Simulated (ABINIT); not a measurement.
**Si3Mo (Pm-3m): zone-centre phonons**

Which modes does Si3Mo (Pm-3m) have at the zone centre?

Method: DFT PBEsol, scalar-relativistic, plane waves, PseudoDojo norm-conserving pseudopotentials, in ABINIT 10.8.3.

The structure was built from a prototype and need not be the compound's stable phase.

## Step 1: Set-up

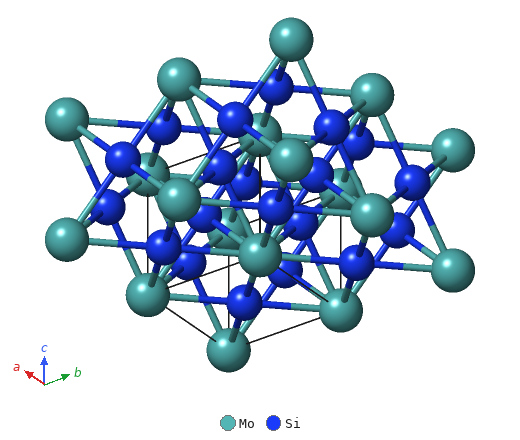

Start, viewed from a free direction; molybdenum teal, silicon blue. 2×2×1 cells are drawn. Some periodic images of atoms are drawn too.

## Step 2: A probe with smearing

A first run with smearing and empty bands tells whether the crystal has a gap, which decides between fixed occupations and smearing later on.

probe.abi

```
# ground state
tolvrs 1.0d-08
prtden 1
prtwf 1

# basis, mesh and filling
ecut 36.0
ngkpt 6 6 6
nshiftk 1
shiftk 0.0 0.0 0.0
istwfk *1
occopt 7
tsmear 0.005
nband 20
nstep 100
diemac 9.0
prtebands 0
prtgsr 0
useylm 1

# cell and atoms
acell 3*1.0 Angstrom
rprim 
    3.87478806 0.0 0.0
    0.0 3.87478806 0.0
    0.0 0.0 3.87478806
ntypat 2
znucl 42 14
natom 4
typat 1 2 2 2
xred 
    0.0 0.0 0.0
    0.0 0.5 0.5
    0.5 0.0 0.5
    0.5 0.5 0.0
pp_dirpath "./pseudo"
pseudos "Mo.upf, Si.upf"
```

On the command line:

```bash
OMP_NUM_THREADS=1 mpirun -n 4 abinit probe.abi > probe.log
```

Numbers of over 12 decimals in the logs are rounded to 6 here.

probe.abo, the main output file:

```text
[banners, grids, parts of the stress and lines that vanish by symmetry left out]
- input  file    -> probe.abi
- output file    -> probe.abo
- root for input  files -> probei
[...]
Symmetries : space group Pm -3 m (#221); Bravais cP (primitive cubic)
[...]
mpw =        4076          nfft =       64000          nkpt =          20
[...]
== DATASET  1 ==================================================================
[...]
cutoff_energies: {ecut:  36.0, pawecutdg:  -1.0, }
[...]
ETOT  1  -82.673599572036    -8.267E+01 5.286E-02 8.674E+02
 ETOT  2  -81.184831551720     1.489E+00 2.832E-02 8.333E+03
 ETOT  3  -82.918659839808    -1.734E+00 1.072E-02 4.353E+01
 ETOT  4  -82.927690969215    -9.031E-03 2.690E-03 7.392E+00
 ETOT  5  -82.929107963848    -1.417E-03 4.193E-04 4.367E-01
 ETOT  6  -82.929200839840    -9.288E-05 4.463E-04 2.818E-02
 ETOT  7  -82.929206991838    -6.152E-06 9.041E-05 1.083E-05
 ETOT  8  -82.929206995443    -3.606E-09 1.316E-04 2.560E-07
 ETOT  9  -82.929206995514    -7.060E-11 2.690E-05 4.230E-09
 At SCF step    9       vres2   =  4.23E-09 < tolvrs=  1.00E-08 =>converged.
[...]
sigma(1 1)=  3.44369772E-04  sigma(3 2)=  0.00000000E+00
  sigma(2 2)=  3.44369772E-04  sigma(3 1)=  0.00000000E+00
  sigma(3 3)=  3.44369772E-04  sigma(2 1)=  0.00000000E+00
[...]
convergence: {deltae: -7.060E-11, res2:  4.230E-09, residm:  2.690E-05, diffor: null, }
etotal    :  -8.29292070E+01
[...]
sigma(1 1)=  3.44369772E-04  sigma(3 2)=  0.00000000E+00
  sigma(2 2)=  3.44369772E-04  sigma(3 1)=  0.00000000E+00
  sigma(3 3)=  3.44369772E-04  sigma(2 1)=  0.00000000E+00
[...]
- sigma(1 1)=  1.01317085E+01  sigma(3 2)=  0.00000000E+00
- sigma(2 2)=  1.01317085E+01  sigma(3 1)=  0.00000000E+00
- sigma(3 3)=  1.01317085E+01  sigma(2 1)=  0.00000000E+00
[...]
fcart     -0.0000000000E+00 -0.0000000000E+00 -0.0000000000E+00
           strten      3.4436977204E-04  3.4436977204E-04  3.4436977204E-04
================================================================================

[key lines of the parts left out:]
pressure_GPa:  -1.0132E+01
```

It took 15 s on 4 MPI ranks of Arm Neoverse V1, shared host.

Numbers from this step:

```yaml
volume_per_atom: 14.54 Å³
pressure: -10.13 GPa
gap_on_the_k_mesh: 0 eV
```

No gap opens on this mesh, so smearing is kept; the printed pressure holds the stress of the finite basis too.

## Step 3: Rough relaxation

The typed start is rough, so a first relaxation with smearing and loose thresholds takes it towards rest cheaply.

prerelax.abi

```
# relaxation
ionmov 2
optcell 2
dilatmx 1.15
chkdilatmx 0
ntime 40
tolmxf 3.0d-04
tolvrs 1.0d-10
prtwf 0
prtden 0
chksymtnons 0

# basis, mesh and filling
ecut 36.0
ecutsm 3.0
ngkpt 4 4 4
nshiftk 1
shiftk 0.0 0.0 0.0
istwfk *1
occopt 7
tsmear 0.005
nband 20
nstep 100
diemac 1000000.0
prtebands 0
prtgsr 0
useylm 1

# cell and atoms
acell 3*1.0 Angstrom
rprim 
    3.87478806 0.0 0.0
    0.0 3.87478806 0.0
    0.0 0.0 3.87478806
ntypat 2
znucl 42 14
natom 4
typat 1 2 2 2
xred 
    0.0 0.0 0.0
    0.0 0.5 0.5
    0.5 0.0 0.5
    0.5 0.5 0.0
pp_dirpath "./pseudo"
pseudos "Mo.upf, Si.upf"
```

On the command line:

```bash
OMP_NUM_THREADS=1 mpirun -n 4 abinit prerelax.abi > prerelax.log
```

prerelax.abo, the main output file:

```text
[banners, grids, parts of the stress and lines that vanish by symmetry left out]
- input  file    -> prerelax.abi
- output file    -> prerelax.abo
- root for input  files -> prerelaxi
[...]
Symmetries : space group Pm -3 m (#221); Bravais cP (primitive cubic)
[...]
mpw =        6196          nfft =      110592          nkpt =          10
[...]
== DATASET  1 ==================================================================
[...]
cutoff_energies: {ecut:  36.0, pawecutdg:  -1.0, }
[...]
ETOT  1  -82.708436321559    -8.271E+01 4.624E-02 1.282E+03
 ETOT  2  -81.670714894814     1.038E+00 3.583E-02 1.027E+04
 ETOT  3  -82.922981314280    -1.252E+00 4.426E-03 3.915E+01
 ETOT  4  -82.927306706279    -4.325E-03 7.281E-04 2.568E+00
 ETOT  5  -82.927564443574    -2.577E-04 5.700E-04 1.269E-01
[...]
At SCF step   10       vres2   =  3.08E-12 < tolvrs=  1.00E-10 =>converged.
[...]
ETOT  8  -82.931588645393    -2.373E-12 5.426E-04 2.070E-12
 At SCF step    8       vres2   =  2.07E-12 < tolvrs=  1.00E-10 =>converged.
[...]
sigma(1 1)=  9.31127658E-07  sigma(3 2)=  0.00000000E+00
  sigma(2 2)=  9.31127658E-07  sigma(3 1)=  0.00000000E+00
  sigma(3 3)=  9.31127658E-07  sigma(2 1)=  0.00000000E+00
[...]
convergence: {deltae: -2.373E-12, res2:  2.070E-12, residm:  5.426E-04, diffor: null, }
etotal    :  -8.29315886E+01
[...]
At Broyd/MD step   4, gradients are converged :
[...]
sigma(1 1)=  9.31127658E-07  sigma(3 2)=  0.00000000E+00
  sigma(2 2)=  9.31127658E-07  sigma(3 1)=  0.00000000E+00
  sigma(3 3)=  9.31127658E-07  sigma(2 1)=  0.00000000E+00
[...]
- sigma(1 1)=  2.73947215E-02  sigma(3 2)=  0.00000000E+00
- sigma(2 2)=  2.73947215E-02  sigma(3 1)=  0.00000000E+00
- sigma(3 3)=  2.73947215E-02  sigma(2 1)=  0.00000000E+00
[...]
fcart     -0.0000000000E+00 -0.0000000000E+00 -0.0000000000E+00
           strten      9.3112765816E-07  9.3112765817E-07  9.3112765816E-07
================================================================================

[key lines of the parts left out:]
pressure_GPa:  -2.7395E-02
Total energy (etotal) [Ha]= -8.29315886453928E+01
```

The job ended after 53 s (4 MPI ranks; 3.5 min of CPU time).

Step by step:

```tsv
step	energy less that of the first step (eV)	largest force (eV/Å)	volume (Å³)
1	0.0000	0.0000	58.18
2	-0.0761	0.0000	56.53
3	-0.1087	0.0000	54.46
4	-0.1091	0.0000	54.65
```

```tsv
conventional cell, symmetrised	before	after	change
a (Å)	3.875	3.795	-2.1 %
b (Å)	3.875	3.795	-2.1 %
c (Å)	3.875	3.795	-2.1 %
volume (Å³/atom)	14.54	13.66	-6.1 %
```

The relaxed structure:

```xyz
4
Lattice="3.7949 0.0000 0.0000 0.0000 3.7949 0.0000 0.0000 0.0000 3.7949" Properties=species:S:1:pos:R:3 pbc="T T T"
Mo    0.0000    0.0000    0.0000
Si    0.0000    1.8974    1.8974
Si    1.8974    0.0000    1.8974
Si    1.8974    1.8974    0.0000
```

This step gave:

```
volume per atom : 13.66 Å³
pressure        : -0.02739 GPa
```

The volume changes by -6.1 % in this run and stands -6.1 % from the first cell.

## Step 4: Relaxation

The harmonic expansion needs vanishing forces, and a free crystal bears no stress, so cell and atoms are brought to rest. Stress is more sensitive to the basis than forces are: the last 3 Ha under the cutoff are smoothed with ecutsm, and the cutoff is raised above that of the later runs.

relax.abi

```
# relaxation
ionmov 2
optcell 2
dilatmx 1.08
ntime 40
tolmxf 1.0d-05
tolvrs 1.0d-14
prtwf 0
prtden 0
chksymtnons 0

# basis, mesh and filling
ecut 44.0
ecutsm 3.0
ngkpt 8 8 8
nshiftk 1
shiftk 0.0 0.0 0.0
istwfk *1
occopt 7
tsmear 0.01
nband 20
nstep 100
diemac 1000000.0
prtebands 0
prtgsr 0
useylm 1

# cell and atoms
acell 3*1.0 Angstrom
rprim 
    3.794855308 0.0 0.0
    0.0 3.794855308 0.0
    0.0 0.0 3.794855308
ntypat 2
znucl 42 14
natom 4
typat 1 2 2 2
xred 
    0.0 0.0 0.0
    0.0 0.5 0.5
    0.5 0.0 0.5
    0.5 0.5 0.0
pp_dirpath "./pseudo"
pseudos "Mo.upf, Si.upf"
```

On the command line:

```bash
OMP_NUM_THREADS=1 mpirun -n 4 abinit relax.abi > relax.log
```

relax.abo, the main output file:

```text
[banners, grids, parts of the stress and lines that vanish by symmetry left out]
- input  file    -> relax.abi
- output file    -> relax.abo
- root for input  files -> relaxi
[...]
Symmetries : space group Pm -3 m (#221); Bravais cP (primitive cubic)
[...]
mpw =        6503          nfft =      110592          nkpt =          35
[...]
== DATASET  1 ==================================================================
[...]
cutoff_energies: {ecut:  44.0, pawecutdg:  -1.0, }
[...]
ETOT  1  -82.723789146977    -8.272E+01 6.537E-02 1.190E+03
 ETOT  2  -81.941540055237     7.822E-01 3.546E-02 8.483E+03
 ETOT  3  -82.930627533068    -9.891E-01 9.972E-03 4.177E+01
 ETOT  4  -82.935029786829    -4.402E-03 2.893E-03 6.883E+00
 ETOT  5  -82.935771822405    -7.420E-04 5.333E-03 2.671E-01
[...]
At SCF step   12       vres2   =  1.41E-16 < tolvrs=  1.00E-14 =>converged.
[...]
sigma(1 1)=  4.28091657E-05  sigma(3 2)=  0.00000000E+00
  sigma(2 2)=  4.28091657E-05  sigma(3 1)=  0.00000000E+00
  sigma(3 3)=  4.28091657E-05  sigma(2 1)=  0.00000000E+00
[...]
convergence: {deltae:  7.248E-12, res2:  1.413E-16, residm:  6.955E-05, diffor: null, }
etotal    :  -8.29358058E+01
[...]
ETOT  1  -82.931624323165    -8.293E+01 8.715E-03 3.790E+01
[...]
At SCF step   11       vres2   =  1.93E-17 < tolvrs=  1.00E-14 =>converged.
[...]
sigma(1 1)=  2.23631397E-05  sigma(3 2)=  0.00000000E+00
  sigma(2 2)=  2.23631397E-05  sigma(3 1)=  0.00000000E+00
  sigma(3 3)=  2.23631397E-05  sigma(2 1)=  0.00000000E+00
[...]
convergence: {deltae: -4.405E-12, res2:  1.935E-17, residm:  2.207E-05, diffor: null, }
etotal    :  -8.29358521E+01
[...]
ETOT  1  -82.930936711189    -8.293E+01 3.232E-02 4.433E+01
[...]
At SCF step   11       vres2   =  3.52E-17 < tolvrs=  1.00E-14 =>converged.
[...]
sigma(1 1)= -2.67331723E-07  sigma(3 2)=  0.00000000E+00
  sigma(2 2)= -2.67331723E-07  sigma(3 1)=  0.00000000E+00
  sigma(3 3)= -2.67331723E-07  sigma(2 1)=  0.00000000E+00
[...]
convergence: {deltae: -1.961E-12, res2:  3.523E-17, residm:  1.869E-06, diffor: null, }
etotal    :  -8.29358691E+01
[...]
ETOT  1  -82.935868433085    -8.294E+01 1.429E-06 6.135E-03
[...]
ETOT  7  -82.935869114950    -4.690E-13 8.413E-07 4.581E-13
 ETOT  8  -82.935869114953    -3.297E-12 4.740E-07 5.462E-17
 At SCF step    8       vres2   =  5.46E-17 < tolvrs=  1.00E-14 =>converged.
[...]
sigma(1 1)=  1.63048332E-09  sigma(3 2)=  0.00000000E+00
  sigma(2 2)=  1.63048331E-09  sigma(3 1)=  0.00000000E+00
  sigma(3 3)=  1.63048330E-09  sigma(2 1)=  0.00000000E+00
[...]
convergence: {deltae: -3.297E-12, res2:  5.462E-17, residm:  4.740E-07, diffor: null, }
etotal    :  -8.29358691E+01
[...]
At Broyd/MD step   4, gradients are converged :
[...]
sigma(1 1)=  1.63048332E-09  sigma(3 2)=  0.00000000E+00
  sigma(2 2)=  1.63048331E-09  sigma(3 1)=  0.00000000E+00
  sigma(3 3)=  1.63048330E-09  sigma(2 1)=  0.00000000E+00
[...]
- sigma(1 1)=  4.79704753E-05  sigma(3 2)=  0.00000000E+00
- sigma(2 2)=  4.79704751E-05  sigma(3 1)=  0.00000000E+00
- sigma(3 3)=  4.79704750E-05  sigma(2 1)=  0.00000000E+00
[...]
fcart     -0.0000000000E+00 -0.0000000000E+00 -0.0000000000E+00
           strten      1.6304833161E-09  1.6304833083E-09  1.6304833048E-09
================================================================================

[key lines of the parts left out:]
pressure_GPa:  -4.7970E-05
Total energy (etotal) [Ha]= -8.29358691149533E+01
```

Run time: 2.6 min. Hardware: 4 MPI ranks.

The steps of the relaxation:

```tsv
step	energy less that of the first step (eV)	largest force (eV/Å)	volume (Å³)
1	0.0000	0.0000	54.65
2	-0.0013	0.0000	54.44
3	-0.0017	0.0000	54.21
4	-0.0017	0.0000	54.21
```

```tsv
conventional cell, symmetrised	before	after	change
a (Å)	3.795	3.785	-0.3 %
b (Å)	3.795	3.785	-0.3 %
c (Å)	3.795	3.785	-0.3 %
volume (Å³/atom)	13.66	13.55	-0.8 %
```

Final coordinates:

```cif
data_structure
_symmetry_space_group_name_H-M 'P 1'
_symmetry_Int_Tables_number 1
_cell_length_a 3.7848
_cell_length_b 3.7848
_cell_length_c 3.7848
_cell_angle_alpha 90.000
_cell_angle_beta 90.000
_cell_angle_gamma 90.000
_cell_volume 54.21
loop_
_atom_site_label
_atom_site_type_symbol
_atom_site_fract_x
_atom_site_fract_y
_atom_site_fract_z
_atom_site_occupancy
Mo1 Mo 0.00000 0.00000 0.00000 1
Si2 Si 0.00000 0.50000 0.50000 1
Si3 Si 0.50000 0.00000 0.50000 1
Si4 Si 0.50000 0.50000 0.00000 1
```

Read from the output:

| Quantity | Value |
| --- | --- |
| volume per atom | 13.55 Å³ |
| pressure | -4.80e-5 GPa |

The volume changes by -0.8 % in this run and stands -6.8 % from the first cell.

## Step 5: Ground state

The response is built on these wavefunctions, so the potential is converged far more tightly than an energy would need. Smearing stays on, as the first look found no gap above 0.3 eV.

gs.abi

```
# ground state
tolvrs 1.0d-16
prtden 1
prtwf 1

# basis, mesh and filling
ecut 36.0
ngkpt 8 8 8
nshiftk 1
shiftk 0.0 0.0 0.0
istwfk *1
occopt 7
tsmear 0.01
nband 20
nstep 100
diemac 1000000.0
prtebands 0
prtgsr 0
useylm 1

# cell and atoms
acell 3*1.0 Angstrom
rprim 
    3.784756034 0.0 0.0
    0.0 3.784756034 0.0
    0.0 0.0 3.784756034
ntypat 2
znucl 42 14
natom 4
typat 1 2 2 2
xred 
    0.0 0.0 0.0
    0.0 0.5 0.5
    0.5 0.0 0.5
    0.5 0.5 0.0
pp_dirpath "./pseudo"
pseudos "Mo.upf, Si.upf"
```

On the command line:

```bash
OMP_NUM_THREADS=1 mpirun -n 4 abinit gs.abi > gs.log
```

gs.abo, the main output file:

```text
[banners, grids, parts of the stress and lines that vanish by symmetry left out]
- input  file    -> gs.abi
- output file    -> gs.abo
- root for input  files -> gsi
[...]
Symmetries : space group Pm -3 m (#221); Bravais cP (primitive cubic)
[...]
mpw =        3840          nfft =       64000          nkpt =          35
[...]
== DATASET  1 ==================================================================
[...]
cutoff_energies: {ecut:  36.0, pawecutdg:  -1.0, }
[...]
ETOT  1  -82.732607929255    -8.273E+01 1.034E-01 6.717E+02
 ETOT  2  -81.979013758771     7.536E-01 8.322E-02 4.743E+03
 ETOT  3  -82.930705431702    -9.517E-01 1.274E-02 2.310E+01
 ETOT  4  -82.935016697497    -4.311E-03 8.297E-03 3.605E+00
 ETOT  5  -82.935694701349    -6.780E-04 1.347E-03 1.349E-01
[...]
ETOT 12  -82.935724330949    -4.050E-12 3.553E-04 6.432E-16
 ETOT 13  -82.935724330945     4.206E-12 6.553E-05 5.536E-18
 At SCF step   13       vres2   =  5.54E-18 < tolvrs=  1.00E-16 =>converged.
[...]
sigma(1 1)=  5.58879063E-06  sigma(3 2)=  0.00000000E+00
  sigma(2 2)=  5.58879063E-06  sigma(3 1)=  0.00000000E+00
  sigma(3 3)=  5.58879063E-06  sigma(2 1)=  0.00000000E+00
[...]
convergence: {deltae:  4.206E-12, res2:  5.536E-18, residm:  6.553E-05, diffor: null, }
etotal    :  -8.29357243E+01
[...]
sigma(1 1)=  5.58879063E-06  sigma(3 2)=  0.00000000E+00
  sigma(2 2)=  5.58879063E-06  sigma(3 1)=  0.00000000E+00
  sigma(3 3)=  5.58879063E-06  sigma(2 1)=  0.00000000E+00
[...]
- sigma(1 1)=  1.64427897E-01  sigma(3 2)=  0.00000000E+00
- sigma(2 2)=  1.64427897E-01  sigma(3 1)=  0.00000000E+00
- sigma(3 3)=  1.64427897E-01  sigma(2 1)=  0.00000000E+00
[...]
fcart     -0.0000000000E+00 -0.0000000000E+00 -0.0000000000E+00
           strten      5.5887906257E-06  5.5887906257E-06  5.5887906257E-06
================================================================================

[key lines of the parts left out:]
pressure_GPa:  -1.6443E-01
```

Run time: 32 s. Hardware: 4 MPI ranks; 2.1 min of CPU time.

Numbers from this step:

```
pressure : -0.1644 GPa
```

The cell stands at -0.16 GPa: the relaxation ran with a smoothed and higher cutoff, and the difference is a stress of the finite basis.

(Part 1 of 3 ends here.)

[Host names and launcher messages were left out of these logs when they were recorded.]

[Logs are printed without paths, hosts, clocks, repeated set-up lines and the standing remarks that a program may print on its own settings, such as how far it seeks lower states.]

[Hosts, paths, dates, database ids (printed as entryN), source tags and the programs' standing remarks are cut or masked in the printed files.]
